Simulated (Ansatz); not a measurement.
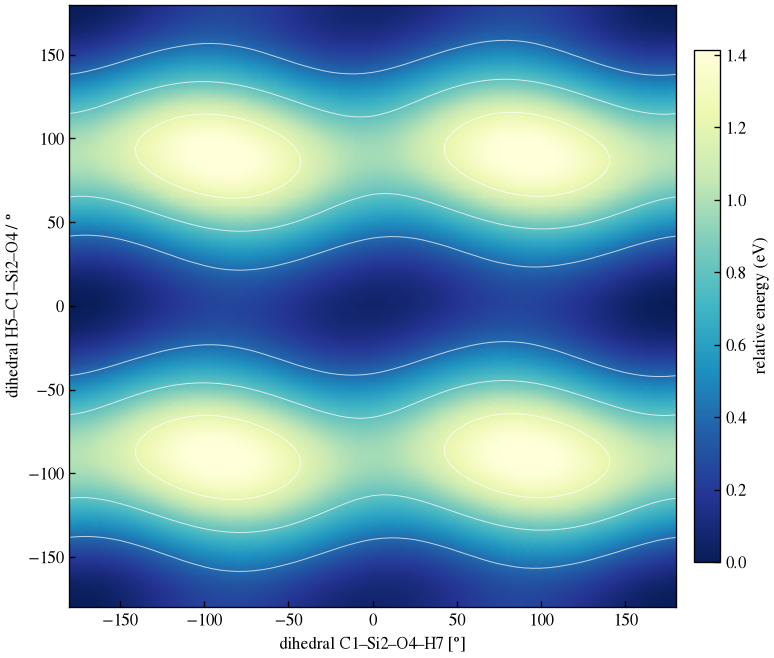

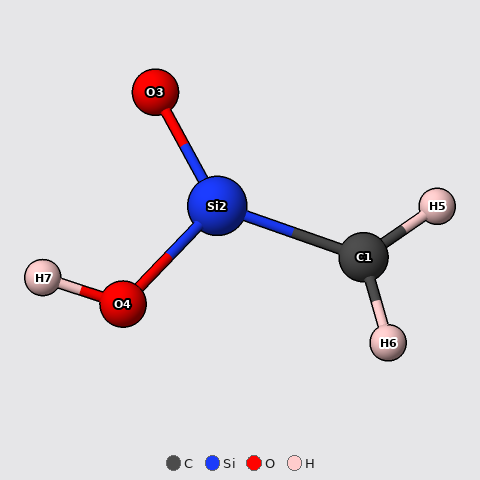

Energy landscape of CH3O2Si, SMILES C=[Si]([O-])O, charge −1. Coordinates scanned: (1) dihedral C1–Si2–O4–H7; (2) dihedral H5–C1–Si2–O4. Nothing is relaxed (all other coordinates rigid). The grid has 18 × 18 points; 164 points were computed and 160 follow by symmetry. Energies are in eV, from the lowest grid point. Computed with Ansatz 0.2.0, RHF/def2-SVPD.

Drawn: a smooth colour map with a few white contour lines. Between grid points the surface is interpolated. The second picture is the structure at the lowest point.

Describe this landscape.

Answer. The lowest grid point is at dihedral C1–Si2–O4–H7 = −180°, dihedral H5–C1–Si2–O4 = −180°; the map holds 2 wells of about this depth. Higher local minima lie near dihedral C1–Si2–O4–H7 = 0°, dihedral H5–C1–Si2–O4 = −180° (0.06 eV above the lowest at that grid point); dihedral C1–Si2–O4–H7 = 0°, dihedral H5–C1–Si2–O4 = 0° (0.06 eV above the lowest at that grid point). The highest grid point, dihedral C1–Si2–O4–H7 = −80°, dihedral H5–C1–Si2–O4 = 80°, lies 1.41 eV above the lowest. On the interpolated surface the easiest way out of the lowest well to the well at dihedral C1–Si2–O4–H7 = 0°, dihedral H5–C1–Si2–O4 = −180° passes a barrier of about 0.25 eV. Round the minimum the valley is somewhat tilted: raising dihedral C1–Si2–O4–H7 shifts the best value of dihedral H5–C1–Si2–O4 upwards (coupling k₁₂/√(k₁₁k₂₂) about −0.2).

The input of one point:

```yaml
crystal:
  periodic: [false, false, false]
  atoms:
    - { symbol: C, position_ang: [-0.668524, 0.871584, 0.234901] }
    - { symbol: Si, position_ang: [0.493492, -0.387224, 0.454261] }
    - { symbol: O, position_ang: [1.336099, -0.879359, 1.642816] }
    - { symbol: O, position_ang: [0.740776, -1.255109, -0.967825] }
    - { symbol: H, position_ang: [-0.960613, 1.53865, 1.038122] }
    - { symbol: H, position_ang: [-1.157834, 1.049638, -0.718956] }
    - { symbol: H, position_ang: [1.372229, -1.946631, -0.866911] }
total_charge: -1
basis:
  gaussian: { orbitals: def2-SVPD }
hamiltonian:
  xc: hf
output:
  forces: true
```

Each point was launched as `ansatz run input.yaml --threads 1 --pin off --max-ram 2560MiB --backend cpu --events-out ev --progress --plain --runs-dir out`. The whole map (164 points run) took 5.2 min on 1 thread of Arm Neoverse V2, with other jobs on the host.
